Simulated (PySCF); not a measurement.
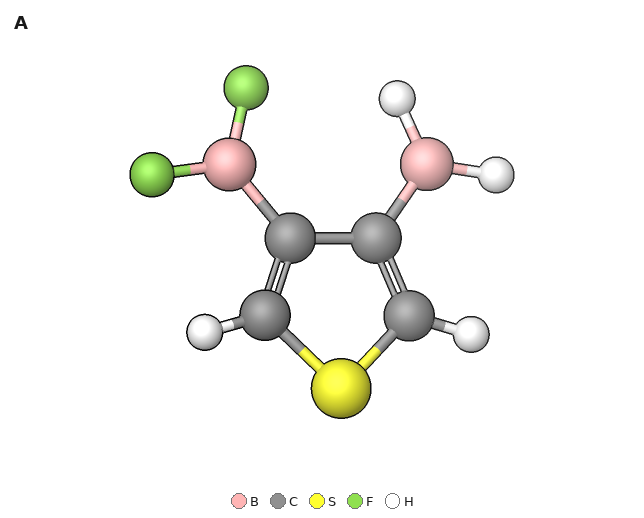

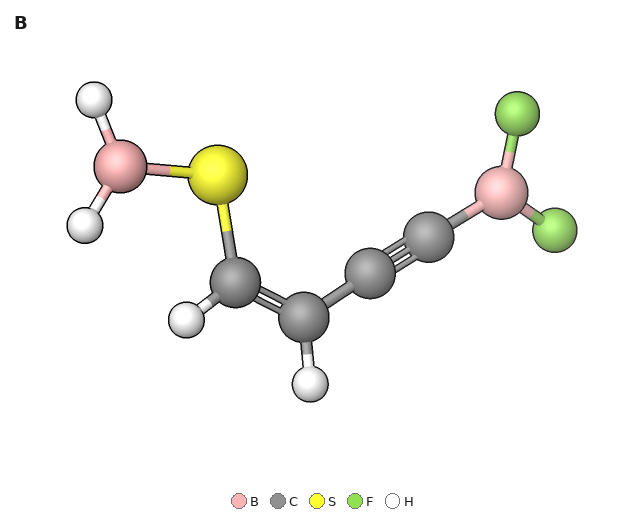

2 stationary structures of one formula. Geometries: GFN2-xTB. Electronic energies: PBE0/pcSseg-1 (PySCF 2.14.0), without zero-point energy. No frequency run is at hand to confirm each as a minimum. Each is one conformer, not always the lowest.

> How are they related?

They are constitutional isomers of C4H4B2F2S: A `Bc1cscc1B(F)F`, B `BS/C=C\C#CB(F)F`.

> Which structure is the most stable?

A is lowest; B lies 131.0 kJ/mol above it.

The geometry is semi-empirical. Around B such bond lengths and angles can be off by a tenth of an ångström or more and by several degrees, and values that hang on the shape move with them.
